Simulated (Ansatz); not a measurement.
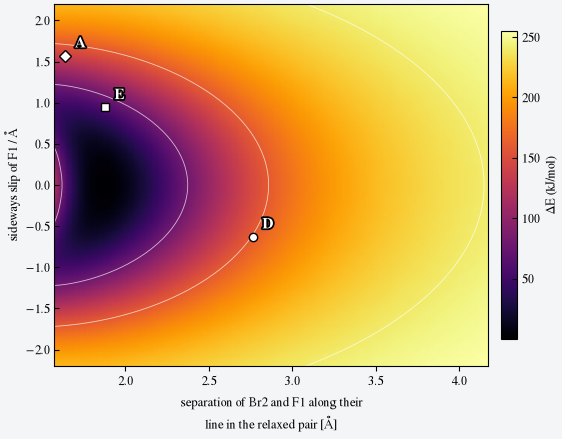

The pair BrF···Br, charge −1. The first coordinate is: separation of Br2 and F1 along their line in the relaxed pair; the second: sideways slip of F1. Nothing is relaxed (both partners rigid). Grid: 15 × 15 points; 120 points were computed and 105 follow by symmetry. Points are written as (first, second). All energies are given in kJ/mol relative to the lowest grid point. All numbers below come from Ansatz 0.2.0, RHF/def2-SVPD.

The picture shows a smooth colour map with a few white contour lines, lettered points. Between grid points the surface is interpolated.

### What kind of point is each of A, D, E: minimum, saddle, maximum or slope?

A: on a slope; D: on a slope; E: on a slope. (In these two coordinates alone; a stationary point may lie a little off the grid point.)

### Rank the lettered points by energy, lowest first.

E (60 kJ/mol), A (139 kJ/mol), D (161 kJ/mol).
